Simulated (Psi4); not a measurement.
**C2F3N (trifluoromethylisocyanide): wB97X/def2-SVP**

Aim: the vertical ionisation energy of C2F3N (trifluoromethylisocyanide) at wB97X/def2-SVP, from 2 runs. 

Program for the calculation: Psi4 1.11.

## (1) The system as given

The species is C2F3N (6 atoms), meant as a singlet with charge 0. As SMILES, `[C-]#[N+]C(F)(F)F`. The coordinates come from a PBE0-D4/def2-TZVP relaxation.

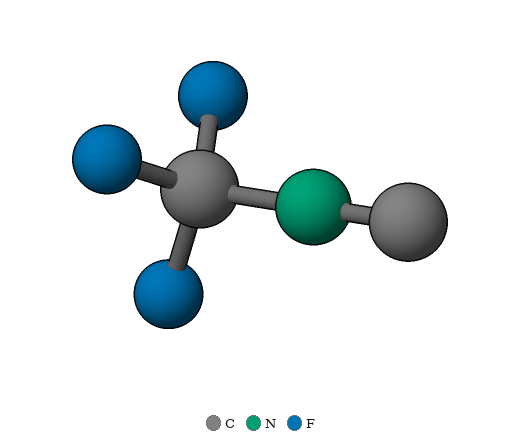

Viewed from a chosen angle; carbon grey, nitrogen teal, fluorine blue.

## (2) Energy and gradient at wB97X/def2-SVP

Contents of calc.py:

```python
import psi4

psi4.set_memory('2200 MB')
psi4.set_num_threads(1)
psi4.set_output_file('run.log', False)

mol = psi4.geometry("""
0 1
C      0.847870    -1.738560     0.906050
N      0.383970    -0.786810     0.410270
C     -0.172600     0.353950    -0.184440
F     -1.291150     0.037040    -0.816420
F      0.677790     0.873500    -1.054990
F     -0.445880     1.260880     0.739530
symmetry c1
""")

psi4.set_options(dict(puream=True, e_convergence=1e-09, d_convergence=1e-08, scf_type='pk', dft_radial_points=99, dft_spherical_points=590))

e_tot, wfn = psi4.gradient('wb97x/def2-SVP', return_wfn=True)
print('gradient / Eh bohr^-1')
print(e_tot.np.round(6))
print(f'energy = {wfn.energy():.10f} Eh')
```

On the command line:

```
$ python calc.py
```

run.log:

```text
[...]
  Running in c1 symmetry.
[...]
  Nuclear repulsion =  237.787180612646182
[...]
  Multiplicity = 1
[...]
  Nalpha       = 23
  Nbeta        = 23
[...]
    Number of basis functions: 84
[...]
   @RKS iter   1:  -429.88009508568558   -4.69321e-01   7.09572e-03 ADIIS/DIIS
[...]
   @RKS iter  10:  -430.01280464378914   -4.79190e-11   9.76810e-09 DIIS
[...]
    Orbital Energies [Eh]
    ---------------------
    Doubly Occupied:
       1A    -24.821267     2A    -24.821202     3A    -24.821195
       4A    -14.485901     5A    -10.608916     6A    -10.368140
       7A     -1.483499     8A     -1.380518     9A     -1.380513
      10A     -1.128894    11A     -0.925084    12A     -0.807410
      13A     -0.761847    14A     -0.761846    15A     -0.625282
      16A     -0.625273    17A     -0.601563    18A     -0.590646
      19A     -0.590645    20A     -0.559130    21A     -0.518912
      22A     -0.518906    23A     -0.457042
[...]
  @RKS Final Energy:  -430.01280464378914
   => Energetics <=
    Nuclear Repulsion Energy =            237.7871806126461820
    One-Electron Energy =               -1064.5881935023296592
    Two-Electron Energy =                 432.1067015654506349
    DFT Exchange-Correlation Energy =     -35.3184933195562607
    Empirical Dispersion Energy =           0.0000000000000000
    VV10 Nonlocal Energy =                  0.0000000000000000
    Total Energy =                       -430.0128046437891385
[...]
 Multipole Moments:
 ------------------------------------------------------------------------------------
     Multipole            Electronic (a.u.)      Nuclear  (a.u.)        Total (a.u.)
 ------------------------------------------------------------------------------------
 L = 1.  Multiply by 2.5417464519 to convert [e a0] to [Debye]
 Dipole X            :         -0.9635162            0.7999949           -0.1635213
 Dipole Y            :          1.9754430           -1.6399547            0.3354883
 Dipole Z            :         -1.0295858            0.8548547           -0.1747311
 Magnitude           :                                                    0.4120953
[...]
  -Total Gradient:
     Atom            X                  Y                   Z
    ------   -----------------  -----------------  -----------------
       1       -0.006121515963     0.012547760066    -0.006541051893
       2        0.004453443394    -0.009147020978     0.004757890948
       3        0.001946598074    -0.003969560962     0.002085898226
       4        0.000008512690     0.000265558253    -0.000050797202
       5       -0.000201070396     0.000187578588    -0.000042242280
       6       -0.000075514091     0.000143629778    -0.000238164945
[...]
```

On the terminal:

```text
gradient / Eh bohr^-1
[[-6.1220e-03  1.2548e-02 -6.5410e-03]
 [ 4.4530e-03 -9.1470e-03  4.7580e-03]
 [ 1.9470e-03 -3.9700e-03  2.0860e-03]
 [ 9.0000e-06  2.6600e-04 -5.1000e-05]
 [-2.0100e-04  1.8800e-04 -4.2000e-05]
 [-7.6000e-05  1.4400e-04 -2.3800e-04]]
energy = -430.0128046438 Eh
```

Wall time 20 s (1 thread of Intel Xeon Platinum 8375C at 2.90GHz (Ice Lake), shared host); peak memory 1 GiB.

## (3) The doublet cation

Contents of c2f3n.xyz:

```xyz
6
C2F3N
C      0.847870    -1.738560     0.906050
N      0.383970    -0.786810     0.410270
C     -0.172600     0.353950    -0.184440
F     -1.291150     0.037040    -0.816420
F      0.677790     0.873500    -1.054990
F     -0.445880     1.260880     0.739530
```

Contents of run.py:

```python
import numpy as np
from ase.calculators.psi4 import Psi4
from ase.io import read

mol = read('c2f3n.xyz')
calc = Psi4(atoms=mol, method='wb97x', basis='def2-SVP', memory='2200MB', num_threads=1, charge=1, multiplicity=2, label='c2f3n', reference='uks')
calc.psi4.set_options({'puream': True, 'e_convergence': 1e-09, 'd_convergence': 1e-08, 'scf_type': 'pk', 'dft_radial_points': 99, 'dft_spherical_points': 590, 'maxiter': 100})
mol.calc = calc

forces = mol.get_forces()
print(f'energy: {mol.get_potential_energy():.6f} eV')
print('forces / eV A^-1')
print(np.round(forces, 5))
```

On the command line:

```
$ python run.py
```

c2f3n.dat, cut to the lines that bear on the results:

```text
[...]
  Running in c1 symmetry.
[...]
  Nuclear repulsion =  237.787180612646182
[...]
  Multiplicity = 2
[...]
  Nalpha       = 23
  Nbeta        = 22
[...]
    Number of basis functions: 84
[...]
   @UKS iter   1:  -429.38147403327690    2.93001e-02   7.47832e-03 ADIIS/DIIS
[...]
   @UKS iter  15:  -429.54602812057539   -1.25056e-12   3.50342e-09 DIIS
[...]
   @S^2 Observed:                7.915116186E-01
[...]
  @UKS Final Energy:  -429.54602812057539
   => Energetics <=
    Nuclear Repulsion Energy =            237.7871806126461820
    One-Electron Energy =               -1053.3420442410829310
    Two-Electron Energy =                 421.1261637437349918
    DFT Exchange-Correlation Energy =     -35.1173282358735577
    Empirical Dispersion Energy =           0.0000000000000000
    VV10 Nonlocal Energy =                  0.0000000000000000
    Total Energy =                       -429.5460281205753859
[...]
 Multipole Moments:
 ------------------------------------------------------------------------------------
     Multipole            Electronic (a.u.)      Nuclear  (a.u.)        Total (a.u.)
 ------------------------------------------------------------------------------------
 L = 1.  Multiply by 2.5417464519 to convert [e a0] to [Debye]
 Dipole X            :          0.4607449            0.7999949            1.2607398
 Dipole Y            :         -0.9448952           -1.6399547           -2.5848499
 Dipole Z            :          0.4923946            0.8548547            1.3472493
 Magnitude           :                                                    3.1758455
[...]
  -Total Gradient:
     Atom            X                  Y                   Z
    ------   -----------------  -----------------  -----------------
       1        0.024794256828    -0.050884122656     0.026499783109
       2       -0.044694777308     0.091666768666    -0.047765607747
       3        0.044632282652    -0.091471356486     0.047697204335
       4       -0.017138401884     0.010399677772    -0.012974615750
       5        0.001525066045     0.018335899880    -0.015250577009
       6       -0.009119049355     0.022004107873     0.001753290279
[...]
```

The script printed:

```text
energy: -11688.542786 eV
forces / eV A^-1
[[-1.27497  2.61657 -1.36267]
 [ 2.2983  -4.71369  2.45621]
 [-2.29508  4.70365 -2.45269]
 [ 0.88129 -0.53477  0.66718]
 [-0.07842 -0.94287  0.78422]
 [ 0.46892 -1.1315  -0.09016]]
```

Run time: 31 s. Hardware: 1 thread of Intel Xeon Platinum 8375C at 2.90GHz (Ice Lake), shared host; peak memory 1.1 GiB.

## (4) What came out

At wB97X/def2-SVP:

| quantity | value |
| --- | --- |
| singlet C2F3N: total energy | -430.01280 Eh |
| singlet C2F3N: dipole moment | 1.05 D |
| singlet C2F3N: HOMO energy | -12.44 eV |
| singlet C2F3N: LUMO energy | 1.75 eV |
| singlet C2F3N: HOMO–LUMO gap | 14.19 eV |
| singlet C2F3N: largest force on an atom | 0.793 eV/Å |
| doublet cation: total energy | -429.54603 Eh |
| doublet cation: HOMO energy (highest over α and β) | -20.42 eV |
| doublet cation: LUMO energy (lowest over α and β) | -13.78 eV |
| doublet cation: ⟨S²⟩ | 0.792 |
| doublet cation: largest force on an atom | 5.791 eV/Å |
| vertical ionisation energy (to the doublet cation) | 12.702 eV |

What this shows: Removing an electron at fixed nuclei costs 12.70 eV (1226 kJ/mol). The largest force (singlet C2F3N) is 0.79 eV/Å: the shape isn't a stationary point for this species at this level. The negative HOMO energy of the first species, 12.44 eV, lies 0.26 eV below that difference.
